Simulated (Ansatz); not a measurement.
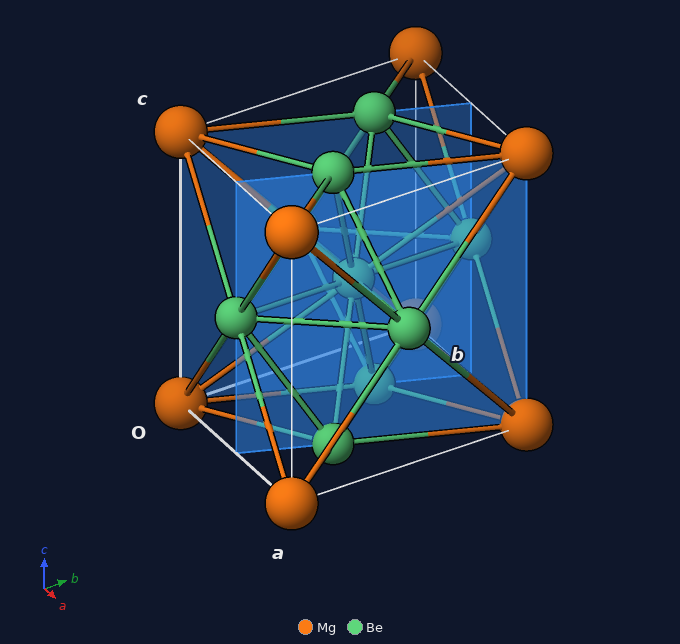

Crystal: MgBe5, the geometry relaxed with DFT PBE, scalar-relativistic, plane waves, PAW in Ansatz; the starting structure was generated, so it need not be a known form of this composition. Every member of one family of equally spaced planes, hx + ky + lz = a whole number, that cuts the unit cell is shaded (one member passes through the origin O). Geometry calculated from the standardised cell; symmetry tolerance 0.002 Å.

a = 4.428 Å, b = 4.428 Å, c = 3.564 Å, α = 90.00°, β = 90.00°, γ = 120.00°.

**What are the Miller indices?**

(2 −1 0), in four indices (2 −1 −1 0); the opposite sign names the same planes. The member next to the origin meets the axes a at 1/2, b at −1, c never.

**What is the spacing?**

d = 2.214 Å.

**Which atoms of the cell lie in these planes (within 0.03 Å)?**

The Mg atom, 3 of the 5 Be.
